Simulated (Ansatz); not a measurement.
GePbSe2

The calculation's input:

```
crystal:
  lattice:
    - [2.0796469236, 1.2006847111, 6.8689716706]
    - [-2.0796469236, 1.2006847111, 6.8689716706]
    - [0.0, -2.4013694223, 6.8689716706]
  atoms:
    - { symbol: Ge, position: [1.0, 0.0, 0.0] }
    - { symbol: Pb, position: [0.5, 0.5, 0.5] }
    - { symbol: Se, position: [0.2586079003, 0.2586079003, 0.2586079003] }
    - { symbol: Se, position: [0.7413920997, 0.7413920997, 0.7413920997] }
kpoints:
  mp_grid: { grid: [8, 8, 8] }
  band_path:
    path:
      - [[0.0, 0.0, 0.0], [0.5, 0.5, 0.5], [0.8129636981155, 0.1870363018845, 0.5]]
      - [[0.5, -0.1870363018845, 0.1870363018845], [0.5, -7.561779392716e-18, -7.824077231413e-17], [0.0, 0.0, 0.0], [0.3435181509423, -0.3435181509423, 3.067399588718e-18]]
      - [[0.6564818490577, -1.512355878543e-17, 0.3435181509423], [0.5, -1.512355878543e-17, 0.5], [0.0, 0.0, 0.0]]
    npoints: 10
hamiltonian:
  xc: pbe
scf:
  occupations: { method: fermi_dirac, width: 0.02 }
  n_extra_bands: 5
output:
  forces: true
  stress: true
  eigenvalues: true
  write_density: true
  write_potential: true
  elf: true
  volumetric_format: npy
```

Launched as:

```sh
ansatz run input.yaml --threads 2 --pin off --max-ram 2211MiB --backend cpu --events-out ev --progress --plain --runs-dir out
```

Below, planes, directions and counts refer to the conventional cell (a = 4.16 Å, b = 4.16 Å, c = 20.61 Å, α = 90.00°, β = 90.00°, γ = 120.00°).

Space group R-3m; started from the ordered alloy on rocksalt lattice prototype, which need not be the ambient phase.

These are results of DFT, PBE, plane waves, PAW in Ansatz 0.2.0, not measurements.

In a PAW calculation such maps are meaningful between the atoms, not at the nuclei.

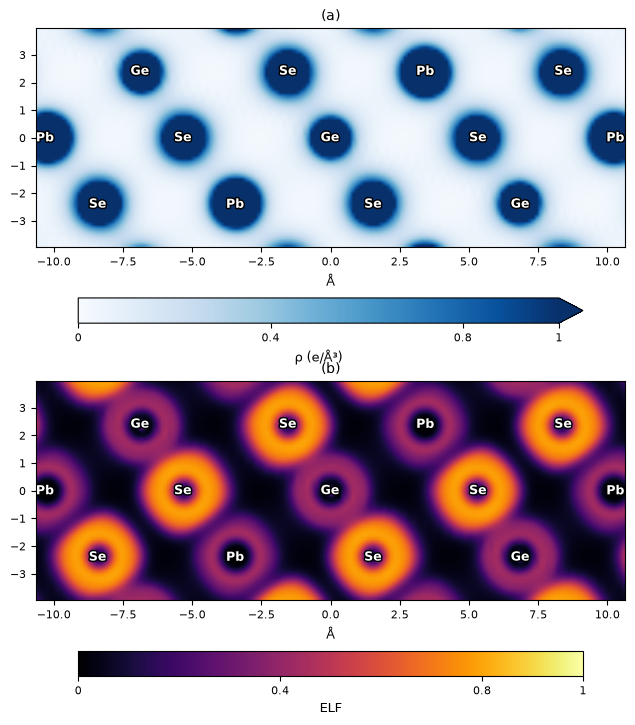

Figure 1. (a) valence pseudo-density; (b) ELF on the (110) plane of the conventional cell.

Q: Describe what can be read from this map.

A:
- The plane passes through Ge, Pb and Se nuclei.
- Ge–Se (2.85 Å): ρ at the midpoint is about 0.26 e/Å³; the ELF is about 0.50 at the midpoint.
- Pb–Se (3.06 Å): the density is about 0.21 e/Å³ at the midpoint; the ELF is about 0.30 at the midpoint.
- Between the atoms the lowest density in this plane is 0.02 e/Å³.

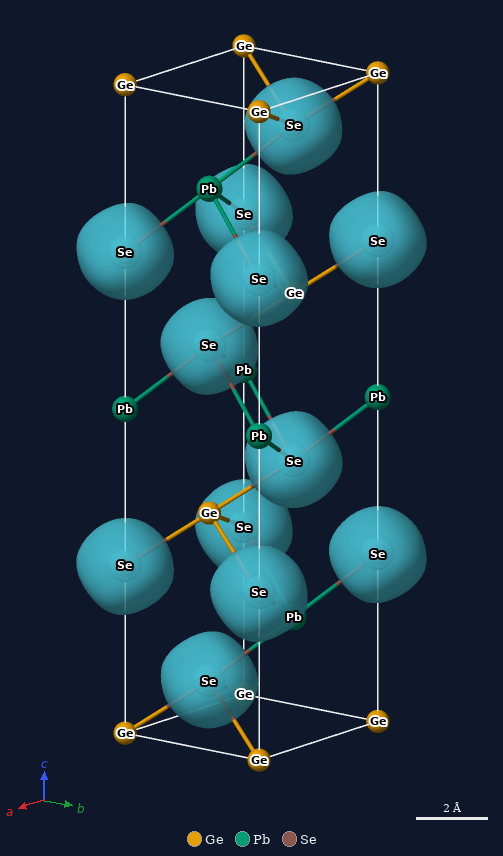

Figure 2. Isosurface of the electron localisation function at 0.55 (cyan), seen at an oblique angle. Core shells and regions of very low density are left out. Sticks mark near contacts.

Q: Identify the bonds, lone pairs and shells in this picture.

A: The surface consists of six regions wrapped around Se (the valence shell of each), counted in one cell of 12 atoms. Any copies at cell faces, edges or corners count once.
